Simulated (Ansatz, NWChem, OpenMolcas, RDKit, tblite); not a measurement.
## A ladder of methods for C2F3N (cyanotrifluoromethane)

C2F3N has 6 atoms, charge 0, and is taken as a singlet. SMILES: `N#CC(F)(F)F`. The shape is that of a PBE0-D4/def2-TZVP optimisation.

Each level gives the HOMO–LUMO gap (eV). The values are calculated.

| level | kind | program | value (eV) | CPU time |
| --- | --- | --- | --- | --- |
| extended Hückel | semi-empirical | RDKit | 5.73 | under 2 s |
| GFN1-xTB | semi-empirical | tblite | 6.53 | under 2 s |
| HF/cc-pVDZ | Hartree–Fock | NWChem | 18.27 | 51 s |
| SVWN5/cc-pVDZ | LDA | Ansatz | 7.60 | 5.3 s |
| PBE/cc-pVDZ | GGA | NWChem | 7.79 | 21 s |
| M06-L/cc-pVDZ | meta-GGA | OpenMolcas | 8.46 | 40 s |
| PBE0/cc-pVDZ | global hybrid | OpenMolcas | 10.46 | 26 s |
| HSE06/cc-pVDZ | range-separated hybrid | Ansatz | 9.66 | 11 s |
| PBE-QIDH/cc-pVDZ | double hybrid | Ansatz | 15.11 | 16 s |

The values span 5.73 to 18.27 eV. Orbital gaps aren't excitation energies, and those of double hybrids come from the SCF part alone; they tend to grow with the share of exact exchange. Times are those of the runs behind each value, whatever else they computed, on shared processors of several kinds: orders of magnitude only.

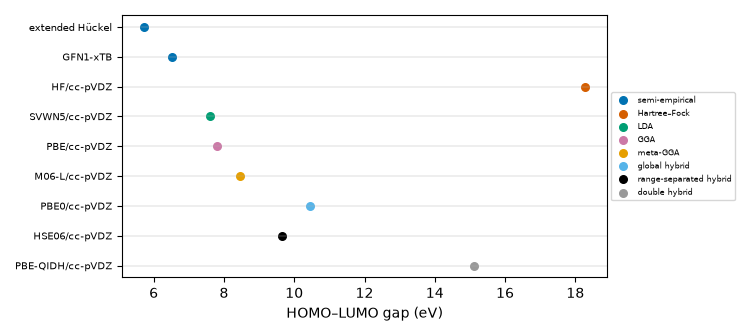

The values of the table, level by level.
